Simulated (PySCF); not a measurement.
Consider C10H8Si (SMILES C#Cc1cccc2c1C=C[SiH2]2).

```yaml
atoms:
  - { symbol: C, position_ang: [-3.1152, 1.8575, -0.6833] }
  - { symbol: C, position_ang: [-2.2991, 1.0229, -0.4011] }
  - { symbol: C, position_ang: [-1.3470, 0.0308, -0.0674] }
  - { symbol: C, position_ang: [-1.7753, -1.2505, 0.2920] }
  - { symbol: C, position_ang: [-0.8578, -2.2280, 0.6198] }
  - { symbol: C, position_ang: [0.5051, -1.9500, 0.5965] }
  - { symbol: C, position_ang: [0.9517, -0.6927, 0.2456] }
  - { symbol: C, position_ang: [0.0225, 0.3071, -0.0894] }
  - { symbol: C, position_ang: [0.6064, 1.5916, -0.4432] }
  - { symbol: C, position_ang: [1.9423, 1.6710, -0.4081] }
  - { symbol: Si, position_ang: [2.6947, 0.0237, 0.1093] }
  - { symbol: H, position_ang: [-3.8255, 2.5890, -0.9305] }
  - { symbol: H, position_ang: [-2.8343, -1.4651, 0.3094] }
  - { symbol: H, position_ang: [-1.2017, -3.2147, 0.8952] }
  - { symbol: H, position_ang: [1.2144, -2.7231, 0.8558] }
  - { symbol: H, position_ang: [-0.0498, 2.4079, -0.7126] }
  - { symbol: H, position_ang: [2.4645, 2.5813, -0.6537] }
  - { symbol: H, position_ang: [3.4967, -0.6167, -0.9356] }
  - { symbol: H, position_ang: [3.3975, 0.0673, 1.3936] }
```

Geometry: GFN2-xTB.

Method: PBE0/pcSseg-1, SCF density, gas phase, non-relativistic in PySCF 2.14.0.

### What can the converged electron density and electron localisation function tell about the bonding?

C–C (1.20 Å): ρ at the midpoint is about 2.7 e/Å³; the ELF peaks at about 0.85 between the atoms; a short, multiple covalent bond.
C–Si (1.88 Å): ρ at the midpoint is about 0.93 e/Å³; the ELF peaks at about 0.95 between the atoms: a shared electron pair.
C–H (1.05 Å): the density is about 2.1 e/Å³ at the midpoint; the ELF climbs to about 1 towards the hydrogen, as it does in any bond to H; a covalent bond by its length.
C–C (1.34 Å): ρ is about 2.2 e/Å³ halfway; the ELF peaks at about 0.90 between the atoms (a multiple bond).

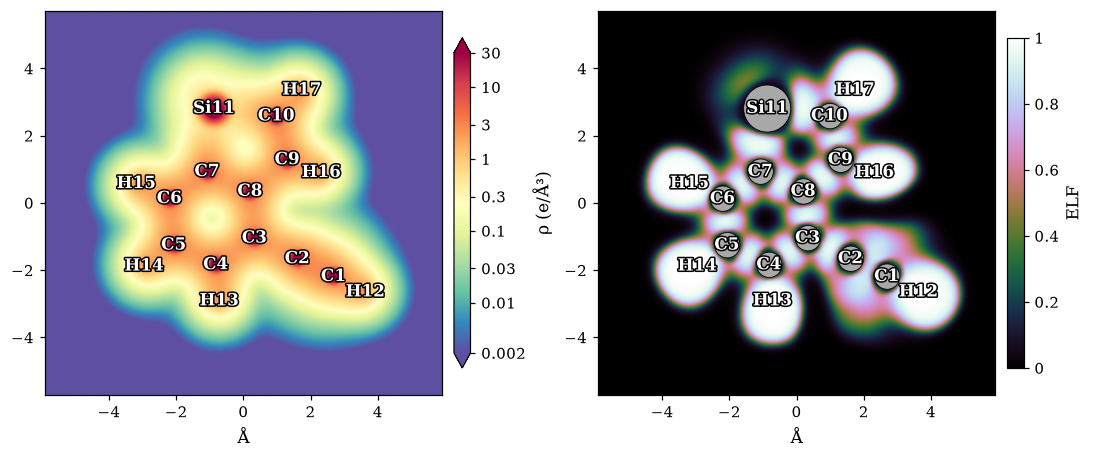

Computed electron density and electron localisation function on the plane of atoms C8, C7 and Si11, in this order. Grey discs cover the atomic cores in the ELF map. 
